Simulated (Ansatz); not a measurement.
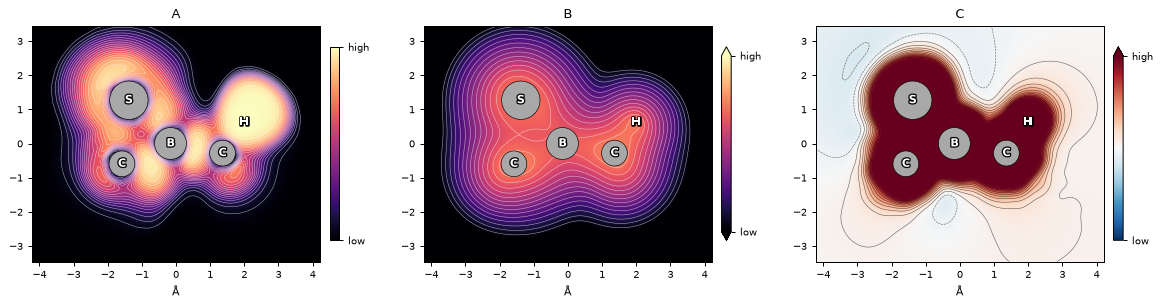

C2H5BS: 3 fields on the plane of atoms C1, B2 and S4, with unlabelled colour scales. Grey discs cover the atomic cores.

Theory: Ansatz 0.2.0, RKS PBE0/def2-SVP.

**Which field does each panel show? The fields are: electron density, electron localisation function and electrostatic potential.**

Panel A: electron localisation function. Panel B: electron density. Panel C: electrostatic potential (strongly positive close to the atoms and fading to about zero outside). From the grid: C–B (1.54 Å): the density is about 1.4 e/Å³ at the midpoint; the ELF peaks at about 0.95 between the atoms, as expected for localised, covalent bonding. B–S (1.76 Å): the density is about 1.2 e/Å³ at the midpoint; the ELF peaks at about 0.85 between the atoms: a covalent bond.
